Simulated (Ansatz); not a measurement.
# singlet CH2NSi+ at 6 levels

We compute a comparison of 6 runs (BLYP/STO-3G, revPBE/STO-3G, wB97M-V/STO-3G, RPA@PBE/STO-3G, MP2/STO-3G, CCSDT/STO-3G) of singlet CH2NSi+. 

Program for the calculation: Ansatz 0.2.0.

74 further runs of the same task are left out: 5 that didn't finish, 69 set aside as unsound or not needed.

**1. The system as given**

CH2NSi+ has 5 atoms, charge +1, and is taken as a singlet. As SMILES of the parent species, `N#C[SiH2]`. The shape is that of a PBE0-D4/def2-TZVP optimisation. That shape belongs to the parent species and isn't relaxed for this state.

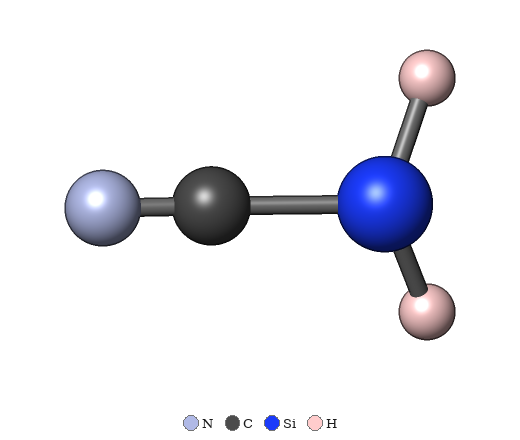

The structure, seen from a chosen angle (nitrogen light blue, carbon dark grey, silicon blue, hydrogen pink).

**2. The energy at BLYP/STO-3G (run 1)**

The input, run.yaml:

```yaml
crystal:
  periodic: [false, false, false]
  atoms:
    - {symbol: "N", position_ang: [1.041800, -1.219200, 1.572300]}
    - {symbol: C, position_ang: [0.565900, -0.625200, 0.703900]}
    - {symbol: Si, position_ang: [-0.092000, 0.267800, -0.751900]}
    - {symbol: H, position_ang: [-1.455400, -0.223000, -1.053700]}
    - {symbol: H, position_ang: [-0.010400, 1.726000, -0.511800]}
basis:
  gaussian:
    orbitals: STO-3G
total_charge: 1
hamiltonian:
  xc: {name: BLYP}
accuracy: high
```

Run with:

```sh
$ ansatz run run.yaml --threads 1 --pin off --max-ram 2610MiB --events-out events.jsonl --progress --plain --runs-dir runs
```

Log:

```text
Warning: RAYON_NUM_THREADS=1 ignored (pool sized by the plan → 1); use --threads N
Functional definition: BLYP
  name "BLYP"
  parameter beta = 0.0042
  parameter a = 0.04918
  parameter b = 0.132
  parameter c = 0.2533
  parameter d = 0.349
  exchange = b88_x(beta = beta)
  correlation = lyp_c(a = a, b = b, c = c, d = d)
375 factors; integrals over basis functions are off by at most 1.1e-8 eV
mean field evaluation 1: about -10295.3566 eV, gradient 4.1e1 eV
mean field evaluation 2: about -10208.7864 eV, gradient 1.3e2 eV
mean field evaluation 4: about -10300.7854 eV, gradient 1.5e1 eV
mean field evaluation 8: about -10301.7199 eV, gradient 2.6e-2 eV
mean field evaluation 16: about -10301.6305 eV, gradient 1.6e-5 eV
mean field -10301.63050199 eV, -378.5779382522 hartree, gradient 1.2e-8 eV, S^2 0.000000; 0 other end points of the search recorded, 0 dependent functions left out
reference -10301.63053795 eV, -378.5779395738 hartree; 14, 14 occupied and 7, 7 virtual orbitals, 375 factors
Total energy: -10301.63053795 eV, -378.5779395738 hartree
```

Wall time 1.1 s (1 thread of Arm Neoverse V1, shared host); peak memory 0.096 GiB.

**3. The energy at revPBE/STO-3G (run 2)**

The input, input.yaml:

```yaml
basis:
  gaussian:
    orbitals: STO-3G
crystal:
  periodic: [false, false, false]
  atoms:
    - symbol: N
      position_ang: [1.041800, -1.219200, 1.572300]
    - symbol: C
      position_ang: [0.565900, -0.625200, 0.703900]
    - symbol: Si
      position_ang: [-0.092000, 0.267800, -0.751900]
    - symbol: H
      position_ang: [-1.455400, -0.223000, -1.053700]
    - symbol: H
      position_ang: [-0.010400, 1.726000, -0.511800]
total_charge: 1
hamiltonian:
  xc: {name: revPBE}
accuracy: high
```

Run with:

```sh
$ ansatz run input.yaml --threads 1 --pin off --max-ram 2610MiB --events-out events.jsonl --progress --plain --runs-dir runs
```

Log:

```text
Warning: RAYON_NUM_THREADS=1 ignored (pool sized by the plan → 1); use --threads N
Functional definition: revPBE
  name "revPBE"
  parameter kappa = 1.245
  parameter beta = 0.06672455060314922
  exchange = pbe_x(kappa = kappa, mu = beta*pi^2/3)
  correlation = pbe_c(beta = beta)
375 factors; integrals over basis functions are off by at most 1.1e-8 eV
mean field evaluation 1: about -10295.4894 eV, gradient 4.0e1 eV
mean field evaluation 2: about -10210.7036 eV, gradient 1.3e2 eV
mean field evaluation 4: about -10300.7823 eV, gradient 1.3e1 eV
mean field evaluation 8: about -10301.5628 eV, gradient 3.8e-2 eV
mean field evaluation 16: about -10301.4737 eV, gradient 2.5e-6 eV
mean field -10301.47365754 eV, -378.5721743250 hartree, gradient 9.9e-8 eV, S^2 0.000000; 0 other end points of the search recorded, 0 dependent functions left out
reference -10301.47365968 eV, -378.5721744037 hartree; 14, 14 occupied and 7, 7 virtual orbitals, 375 factors
Total energy: -10301.47365968 eV, -378.5721744037 hartree
```

Run time: 1.1 s. Hardware: 1 thread of Arm Neoverse V1, shared host; peak memory 0.095 GiB.

Runs 3 to 5 aren't shown in full; the table further down has their settings and results.

**4. A single-point energy at CCSDT/STO-3G (run 6)**

The input, job.yaml:

```yaml
crystal:
  periodic: [false, false, false]
  atoms:
    - symbol: N
      position_ang: [1.041800, -1.219200, 1.572300]
    - symbol: C
      position_ang: [0.565900, -0.625200, 0.703900]
    - symbol: Si
      position_ang: [-0.092000, 0.267800, -0.751900]
    - symbol: H
      position_ang: [-1.455400, -0.223000, -1.053700]
    - symbol: H
      position_ang: [-0.010400, 1.726000, -0.511800]
basis:
  gaussian:
    orbitals: STO-3G
total_charge: 1
accuracy: high
scf:
  omitted_lower_state_checks: [cluster_reference, increment]
correlation:
  method: ccsdt
  frozen_orbitals: {C: 1, H: 0, "N": 1, Si: 5}
```

Run with:

```sh
$ ansatz run job.yaml --threads 1 --pin off --max-ram 2610MiB --events-out events.jsonl --progress --plain --runs-dir runs
```

Log, shortened:

```text
Warning: RAYON_NUM_THREADS=1 ignored (pool sized by the plan → 1); use --threads N
Functional definition: HF
  name "HF"
[...]
375 factors; integrals over basis functions are off by at most 1.1e-8 eV
[...]
mean field -10274.94278471 eV, -377.5971827317 hartree, gradient 5.2e-8 eV, S^2 0.000000; 0 other end points of the search recorded, 0 dependent functions left out; unrestricted orbitals would lower it
7 core orbitals not correlated: weight in the atoms' cores, before any rotation towards them, 1.000 or more for the frozen orbitals, at most 0.000 for the correlated occupied ones
reference -10274.94278471 eV, -377.5971827317 hartree; 7, 7 occupied and 7, 7 virtual orbitals, 375 factors
second order -5.15339788 eV of doubles, -0.00000000 eV of singles
cycle   1  -5.29843859 eV  change   -1.5e-1 eV  update   8.4e-2
[...]
cycle  30  -5.82195603 eV  change   8.6e-10 eV  update   1.5e-9
Total energy: -10280.76474074 eV, -377.8111356694 hartree
Checks for a lower state left out: cluster_reference, increment
```

Wall time 0.54 s (1 thread of Arm Neoverse V1, shared host).

**5. The series**

```
run           level  frozen core orbitals  energy (Eh)  wall time
  1     BLYP/STO-3G                     –  -378.577940      1.1 s
  2   revPBE/STO-3G                     –  -378.572174      1.1 s
  3  wB97M-V/STO-3G                     –  -378.671101       21 s
  4  RPA@PBE/STO-3G                     7  -377.892008      1.7 s
  5      MP2/STO-3G                     7  -377.786567     0.14 s
  6    CCSDT/STO-3G                     7  -377.811136     0.54 s
```

**6. What came out**

| quantity | value |
| --- | --- |
| run 6: total energy | -377.81114 Eh |
| run 6: correlation energy (7 core orbitals frozen) | -214.0 mEh |
| run 6: T1 diagnostic | 0.013 |

**Reading.** Totals of different functionals can't be ranked against each other. In runs 5, 6 the log says that unrestricted orbitals would lower the reference, so the values rest on an unstable closed-shell determinant (other closed-shell runs at this shape may share the fault). In runs 1, 2, 3, 4, 5, 6 the basis is minimal, so the values are rough. All runs together took 26 s, the longest 21 s.
